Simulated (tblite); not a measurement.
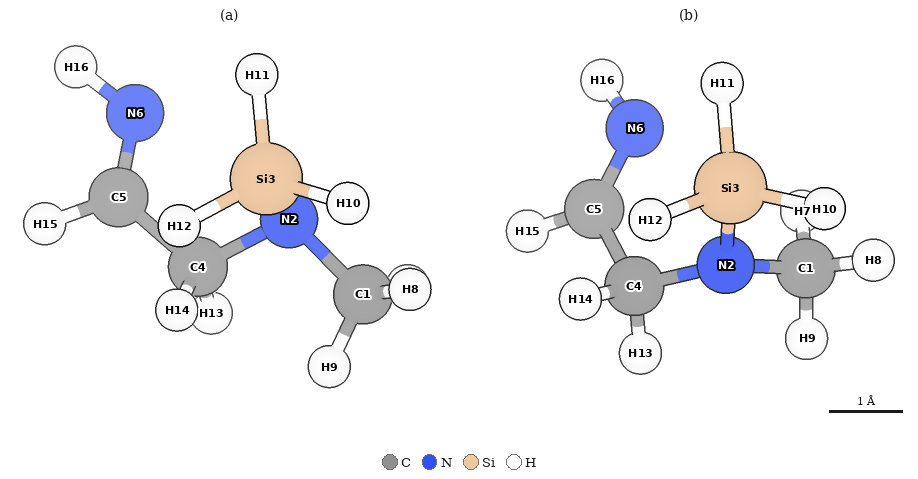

The structure of C₃H₁₀N₂Si before (left) and after (right) a relaxation, at one scale.

The picture is a ball-and-stick view, seen from a free direction.

Level of theory: tblite 0.8.0, GFN2-xTB geometry optimisation, gas phase. 

Question: Summarise the run.

Answer: Over 159 geometry steps the energy falls by 1.055 eV. The largest move after the best rigid fit is that of H7, 1.37 Å. Largest moves by element: H 1.37 Å, N 0.96 Å, C 0.58 Å, Si 0.36 Å. Among the contacts that change: N2–Si3 1.795 → 1.724 Å, N2–C4 1.469 → 1.435 Å, C4–H14 1.128 → 1.096 Å, N6–H16 1.048 → 1.017 Å. Among the angles between lasting bonds that change: Si3–N2–C4 103.4° → 119.9°, N2–Si3–H11 108.0° → 118.0°, C1–N2–Si3 110.9° → 119.8°. Groups turn about C4–C5 by about 35°.
